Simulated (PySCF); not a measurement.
H2S, SMILES `S`.

Level of theory: PBE0/6-311G** (PySCF), at a geometry from GFN2-xTB. No frequency check shows the geometry to be a minimum. GFN2-xTB bond lengths at metals and heavier atoms can be off by up to 0.1 Å and shapes distorted, which carries into these values.

Input

```python
import numpy as np
from pyscf import gto, scf, dft
from pyscf.scf import atom_ks, atom_hf
from scipy.linalg import block_diag

def solve(mol, dm0=None, hcore=None):
    mf = (dft.UKS if mol.spin else dft.RKS)(mol, xc='pbe0')
    mf.grids.level = 3
    mf = mf.density_fit(auxbasis='def2-universal-jkfit')
    mf.conv_tol, mf.max_cycle = 1e-8, 80
    if hcore is not None:
        mf.get_hcore = lambda *args: hcore
    mf.kernel(dm0)
    if not mf.converged:
        mf = mf.newton().run(mf.mo_coeff, mf.mo_occ, max_cycle=30)
    assert mf.converged, 'SCF not converged'
    return mf

mol = gto.M(atom='''
S      0.00000    -0.10207     0.00000
H      0.95743     0.81655     0.00000
H     -0.95740     0.81657     0.00000
''', basis='6-311g**', charge=0, spin=0, verbose=4)
mf = solve(mol)
mf.analyze()
# spherically averaged free atoms, for the promolecule
atm = atom_ks.get_atm_nrks(mol, xc='pbe0')
pro = block_diag(*[(atm[a[0]][2] * atm[a[0]][3]) @ atm[a[0]][2].T for a in mol._atom])
np.savez('result.npz', e=mf.e_tot, c=mf.mo_coeff, occ=mf.mo_occ, eps=mf.mo_energy, pro=pro, dip=mf.dip_moment(verbose=0), s2=mf.spin_square()[0])
```

Run with:

```sh
OMP_NUM_THREADS=1 python input.py
```

The run took 1.3 s on 1 thread of Intel(R) Xeon(R) 6975P-C (Granite Rapids), with other jobs on the host, peak memory 0.17 GiB.

Partitions, critical points and surface values were worked out afterwards from this run's density.

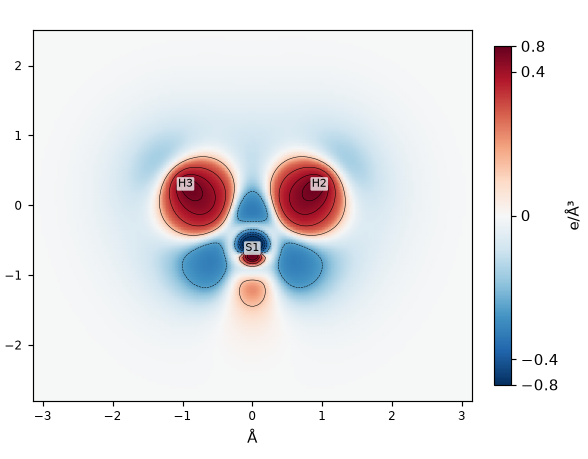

Deformation density (molecule less spherical, spin-averaged free atoms) in the molecular plane; colour scale in e/Å³, logarithmic beyond ±0.1; red: gain, blue: loss.

Describe the bonding that the map shows.

S1–H2 and S1–H3: +0.41 e/Å³ at the bond critical point (bond length 1.33 Å, Mayer order 1.0). In all, 0.7 electrons gather in the regions of gain relative to the promolecule.
